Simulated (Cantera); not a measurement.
A closed system holds: 1 mol SiC, 0.0046 mol H2O, 16 mol N2, held at 0.100 Pa.

These are equilibrium values from Cantera (NASA tables, ideal gas, pure condensed phases), not measurements of a reactor. Candidate condensed phases: C, C6H6, C7H8, C8H18, H2O, Si, SiC, SiO2, Si2N2O, Si3N4; 151 gas species. Kinetics and transport are ignored.

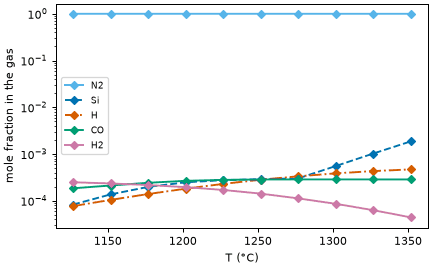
*Equilibrium gas composition (values under 1e-9 drawn at 1e-9)*

From 1127 °C to 1277 °C the condensed part is SiC(s). From 1302 °C to 1352 °C the condensed part is C(graphite) + SiC(s). The main Si-bearing gas is SiO at 1127 °C and Si at 1352 °C.
